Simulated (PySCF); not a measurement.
## Electronic structure of C₆H₅Cl (chlorobenzene) in real space

```xyz
12

Cl    3.0557    0.2250   -0.0133
C     1.3269    0.0975   -0.0081
C     0.5538    1.2578    0.0088
C    -0.8353    1.1477    0.0127
C    -1.4451   -0.1062   -0.0002
C    -0.6586   -1.2574   -0.0170
C     0.7317   -1.1634   -0.0211
H     1.0434    2.2329    0.0187
H    -1.4446    2.0544    0.0258
H    -2.5343   -0.1861    0.0028
H    -1.1292   -2.2434   -0.0271
H     1.3582   -2.0567   -0.0341
```

Geometry: PBE0-D3(BJ)/def2-SVP.

Theory: DFT single point, gas phase, functional M06-2X in PySCF.

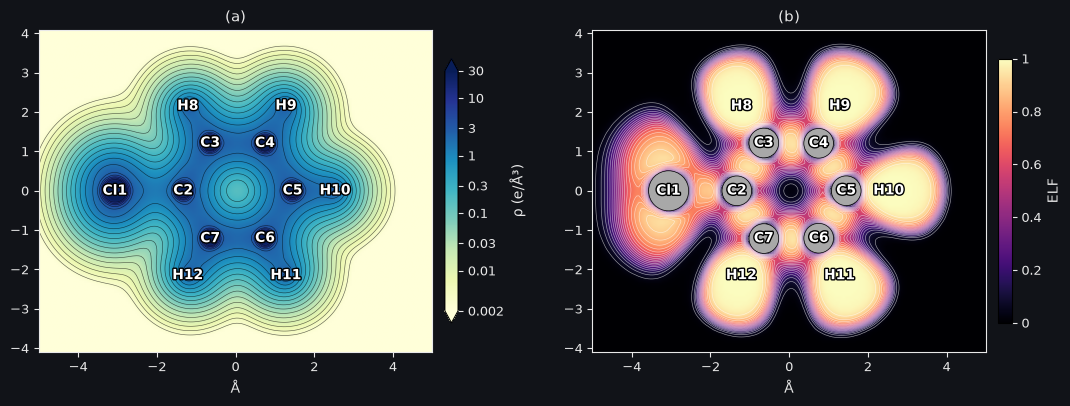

Figure 1. (a) total electron density; (b) electron localisation function on the molecular plane. Grey discs cover the atomic cores in the ELF map.

> Read the bonding off the picture.

The plane passes through Cl, C and H nuclei. C–C (1.39 Å): the density is about 2.1 e/Å³ at the midpoint; the ELF peaks at about 0.95 between the atoms: a covalent bond. C–Cl (1.73 Å): ρ is about 1.5 e/Å³ halfway; the ELF peaks at about 0.90 between the atoms, as expected for a covalent bond. C–H (1.09 Å): ρ at the midpoint is about 2 e/Å³; the ELF climbs to about 1 towards the hydrogen, as it does in any bond to H (a covalent bond by its length). The ELF also peaks beside Cl1, away from the bonds: lone-pair regions.

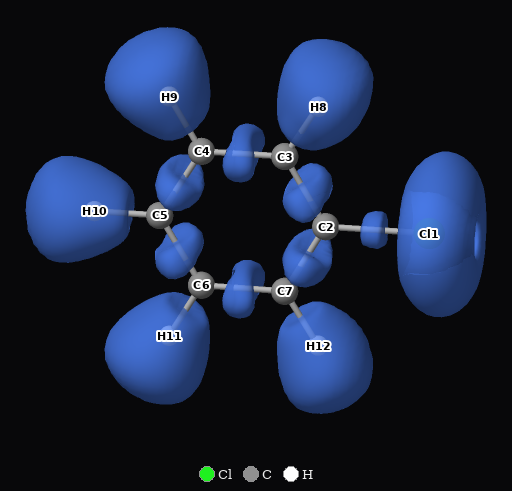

Figure 2. Isosurface of the electron localisation function at 0.8 (blue), seen at a tilt. Core shells and regions of very low density are left out.

> Where are the electrons localised?

The surface consists of six regions between bonded C–C atoms (shared pairs), one region between bonded C–Cl atoms (shared pairs), five regions around hydrogen nuclei and one ring or bowl of non-bonding electrons around Cl.

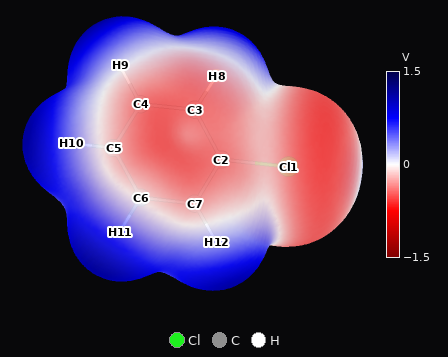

Figure 3. The electrostatic potential painted on the density surface at 0.002 e/bohr³, seen at a tilt; the colour scale runs from red (negative) to blue (positive).

> Where is the surface potential most negative and most positive?

The most negative region (about −0.6 V) lies over Cl1, the most positive (about +1.1 V) over the H atoms. Cl1 shows a σ-hole: about +0.4 V at the tip opposite its bond, against about −0.5 V on its flanks.

> How polar is the molecule by this calculation?

Its dipole moment is 1.73 D.
